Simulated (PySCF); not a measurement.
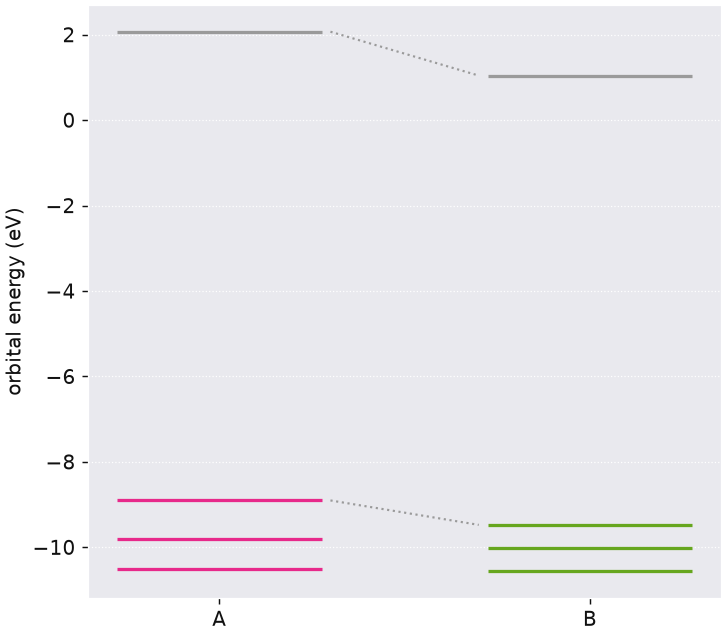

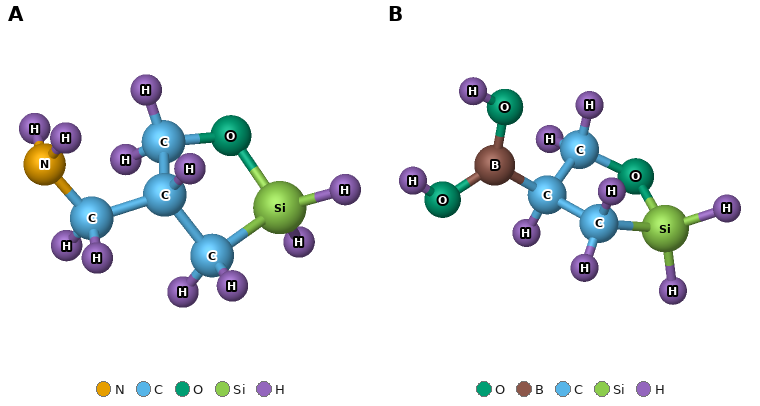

Related molecules: A is C₄H₁₁NOSi, SMILES NC[C@@H]1CO[SiH2]C1; B is C₃H₉BO₃Si, SMILES OB(O)[C@H]1CO[SiH2]C1. Frontier orbital energies, ωB97X-D/def2-SVPD in PySCF 2.14.0, at a PBE0-D3(BJ)/def2-SVP geometry (no frequency check); drawn are at most three filled levels and, in grey, the LUMO with any level within 0.03 eV of it; dotted lines join the HOMOs and the LUMOs.

**What does the change do to the frontier levels?**

From A to B the HOMO falls by 0.57 eV and the LUMO falls by 1.03 eV, so the separation goes from 10.97 to 10.52 eV.

**Does the ΔSCF ionisation energy follow the HOMO?**

A: −ε(HOMO) 8.90, ΔSCF 9.27 eV; B: −ε(HOMO) 9.48, ΔSCF 9.72 eV.

Caveats, for all or some of the runs: empty levels above zero depend strongly on the basis; one conformer of a flexible molecule.
